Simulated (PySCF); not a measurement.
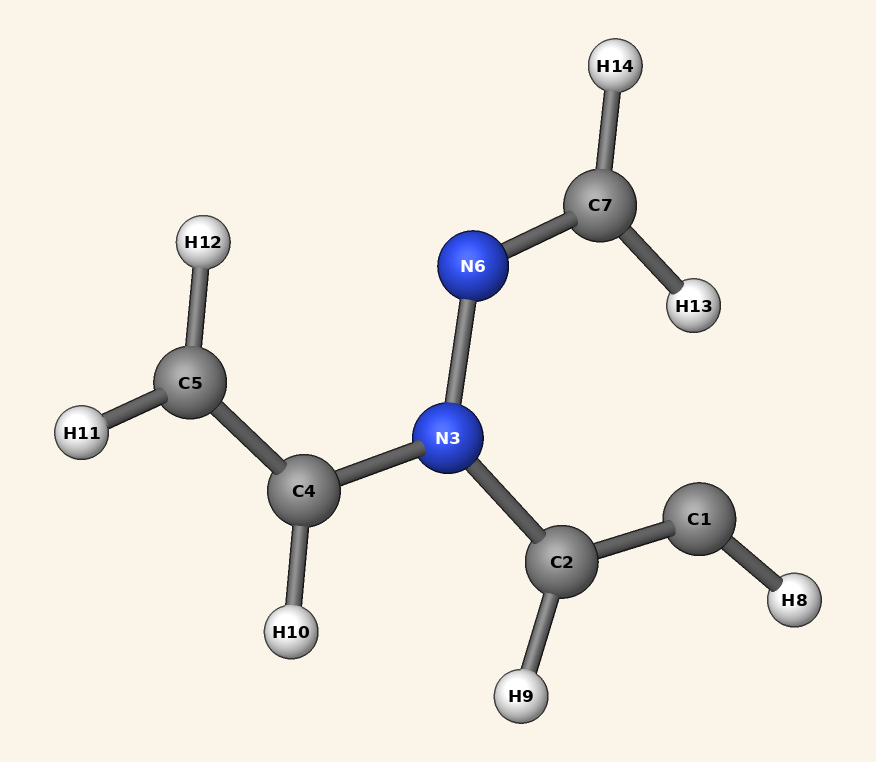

The questions are on Mulliken spin populations. State: neutral, doublet. Computed geometry: GFN2-xTB optimisation. No frequency run is at hand to confirm it as a minimum. Properties computed with UKS B3LYP, pcH-1 on C H N, non-relativistic (PySCF 2.14.0).

**Which atom carries the largest spin population?**

C1 (0.84 e).

**Which atom has the lowest spin population?**

C2 (−0.12 e); a negative value comes from spin polarisation.

Give the Mulliken spin populations atom by atom.

```json
{"atom": "C1", "value (e)": "0.84"}
{"atom": "C2", "value (e)": "−0.12"}
{"atom": "N3", "value (e)": "0.01"}
{"atom": "C4", "value (e)": "0.01"}
{"atom": "C5", "value (e)": "−0.01"}
{"atom": "N6", "value (e)": "0.04"}
{"atom": "C7", "value (e)": "0.17"}
{"atom": "H8", "value (e)": "0.01"}
{"atom": "H9", "value (e)": "0.07"}
{"atom": "H10", "value (e)": "0.00"}
{"atom": "H11", "value (e)": "0.00"}
{"atom": "H12", "value (e)": "0.00"}
{"atom": "H13", "value (e)": "−0.05"}
{"atom": "H14", "value (e)": "0.03"}
```

Mulliken values depend strongly on the basis set.
